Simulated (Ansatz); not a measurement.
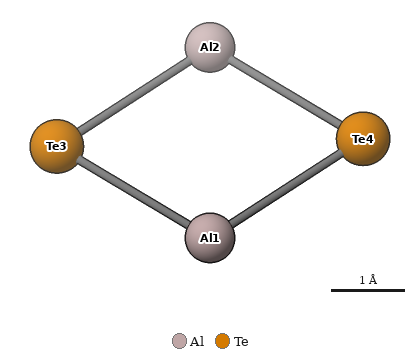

Fig. 1: The input geometry (ball-and-stick view, seen at a tilt; atoms are numbered from 1 in the order of the input). Sticks mark near contacts. Bond lengths as drawn: Al–Te 2.63 Å.

# Single-point calculation of Al$_{2}$Te$_{2}$

- system: Al$_{2}$Te$_{2}$, multiplicity 3
- method: UKS PBE-D4/def2-TZVP (Ansatz 0.2.0)

The geometry comes from this level: B3LYP-D4/def2-SVP.

Output
```
Functional definition: PBE
  name "PBE"
  cite "Perdew, Burke & Ernzerhof, Phys. Rev. Lett. 77, 3865 (1996) doi:10.1103/PhysRevLett.77.3865"
  parent pbe
  parameter kappa = 0.804
  parameter beta = 0.06672455060314922
  exchange = pbe_x(kappa = kappa, mu = beta*pi^2/3)
  correlation = pbe_c(beta = beta)
these checks for a lower state are left out or cut short: starts
1290 factors; their error is unknown
mean field evaluation 1: about -27776.1132 eV, gradient 7.4e0 eV
mean field evaluation 2: about -27776.2215 eV, gradient 1.6e-1 eV
mean field evaluation 4: about -27775.9678 eV, gradient 2.3e-3 eV
mean field evaluation 8: about -27775.9678 eV, gradient 4.7e-5 eV
mean field -27775.96775910 eV, -1020.7479879196 hartree, gradient 4.7e-5 eV, S^2 2.006789; 0 other end points of the search recorded, 0 dependent functions left out
reference -27775.96779279 eV, -1020.7479891579 hartree; 38, 36 occupied and 136, 138 virtual orbitals, 1290 factors
Total energy: -27776.20989658 eV, -1020.7568863080 hartree
Checks for a lower state left out: starts
```

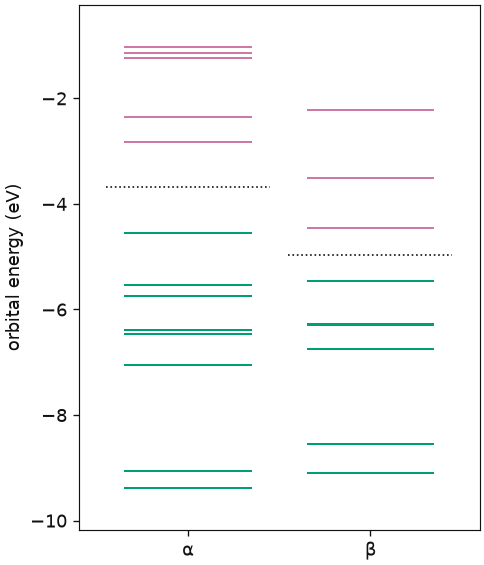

Fig. 2: Orbital energies near the frontier for α and β spins; the dotted line parts filled from empty levels, and levels within 0.02 eV of each other stand side by side. α: highest filled −4.55 eV, lowest empty −2.82 eV, 1.73 eV apart; β: highest filled −5.46 eV, lowest empty −4.46 eV, 1.00 eV apart.

The run was set up as follows.

Input file
```yaml
crystal:
  periodic: [false, false, false]
  atoms:
    - {symbol: Al, position_ang: [-0.495851, -1.069222, 1.001276]}
    - {symbol: Al, position_ang: [0.495315, 1.069326, -1.001429]}
    - {symbol: Te, position_ang: [-0.142684, 1.485911, 1.516084]}
    - {symbol: Te, position_ang: [0.143219, -1.486016, -1.515930]}
basis:
  gaussian: {orbitals: def2-TZVP, initial_orbitals: start.molden}
magnetization: {spin_polarized: true, initial_magnetization: 2}
hamiltonian: {xc: pbe, dispersion: d4}
scf: {omitted_lower_state_checks: [starts]}
output: {orbitals: {seedname: orbitals}}
```

Launched with:
```bash
ansatz run in.yaml --threads 4 --pin off --events-out ev --progress --plain --max-ram 4787MiB
```

Results in brief

```tsv
quantity	value
outcome	converged
total energy	−27776.2099 eV
mean-field energy	−27775.9678 eV
dispersion energy	−0.2421 eV
⟨S²⟩	2.007
SCF solution under orbital rotations	stable
HOMO (either spin)	−4.55 eV
LUMO (either spin)	−4.46 eV
hardware	4 threads of Arm Neoverse V1, 23 GiB of memory available, shared host
wall time	3.1 s (CPU time 12 s)
peak memory	0.39 GiB
```
